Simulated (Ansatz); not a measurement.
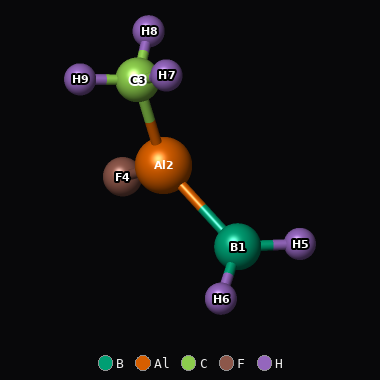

The system is CH5AlBF, SMILES [BH2][Al]([CH3])[F]; the picture shows the reference structure. The first coordinate is: dihedral H5–B1–Al2–C3; the second: dihedral B1–Al2–C3–H7. Nothing is relaxed (all other coordinates rigid). The scan uses a 9 × 9 grid. Energies: meV, counted from the lowest grid point. All numbers below come from RKS B3LYP-D4/def2-TZVP (Ansatz).

Its coordinates:

```yaml
atoms:
  - { symbol: B, position_ang: [-1.0145, 1.5584, -0.8983] }
  - { symbol: Al, position_ang: [0.3000, -0.0719, -0.5593] }
  - { symbol: C, position_ang: [0.5319, -1.1047, 1.0791] }
  - { symbol: F, position_ang: [1.2459, -0.5150, -1.8588] }
  - { symbol: H, position_ang: [-2.1322, 1.4156, -1.2967] }
  - { symbol: H, position_ang: [-0.7029, 2.6937, -0.6918] }
  - { symbol: H, position_ang: [-0.1200, -0.7696, 1.8892] }
  - { symbol: H, position_ang: [0.3267, -2.1650, 0.9021] }
  - { symbol: H, position_ang: [1.5651, -1.0415, 1.4345] }
```

Range: dihedral H5–B1–Al2–C3 from −180 to 140°; dihedral B1–Al2–C3–H7 from −90.0 to 90.0°.

### Predict the map.

The lowest grid point is at dihedral H5–B1–Al2–C3 = 100°, dihedral B1–Al2–C3–H7 = 0.0°; the map holds 2 wells of about this depth. The energy also falls towards the edge at dihedral H5–B1–Al2–C3 = 100°, dihedral B1–Al2–C3–H7 = 90.0° (5 meV above the lowest) and dihedral H5–B1–Al2–C3 = −100°, dihedral B1–Al2–C3–H7 = −90.0° (5 meV above the lowest), where a further well may lie outside the range. The highest grid point, dihedral H5–B1–Al2–C3 = −180°, dihedral B1–Al2–C3–H7 = −90.0°, lies 104 meV above the lowest. On the interpolated surface the easiest way out of the lowest well to a well of about the same depth near dihedral H5–B1–Al2–C3 = −100°, dihedral B1–Al2–C3–H7 = 0.0° passes a barrier of about 102 meV.

| dihedral B1–Al2–C3–H7 ↓, dihedral H5–B1–Al2–C3 → | −180 | −140 | −100 | −60 | −20 | 20 | 60 | 100 | 140 |
| --- | --- | --- | --- | --- | --- | --- | --- | --- | --- |
| 90.0 | 104 | 63 | 6 | 26 | 91 | 93 | 29 | 5 | 61 |
| 67.5 | 103 | 62 | 6 | 27 | 91 | 92 | 28 | 6 | 61 |
| 45.0 | 102 | 59 | 4 | 26 | 90 | 90 | 26 | 4 | 60 |
| 22.5 | 101 | 57 | 1 | 23 | 88 | 88 | 24 | 2 | 58 |
| 0.0 | 100 | 57 | 0 | 21 | 87 | 88 | 23 | 0 | 56 |
| −22.5 | 101 | 59 | 2 | 22 | 87 | 90 | 25 | 1 | 56 |
| −45.0 | 102 | 61 | 4 | 24 | 89 | 91 | 27 | 4 | 58 |
| −67.5 | 103 | 62 | 6 | 27 | 91 | 92 | 28 | 6 | 61 |
| −90.0 | 104 | 62 | 5 | 27 | 92 | 92 | 28 | 6 | 61 |

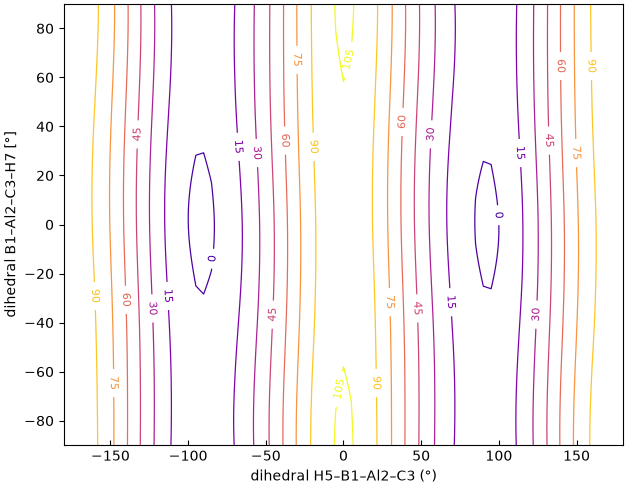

In the figure: contour lines labelled in meV (none above 105). Between grid points the surface is interpolated.

The whole map (81 points run) took 14 min on 1 thread of Arm Neoverse V1, with other jobs on the host.
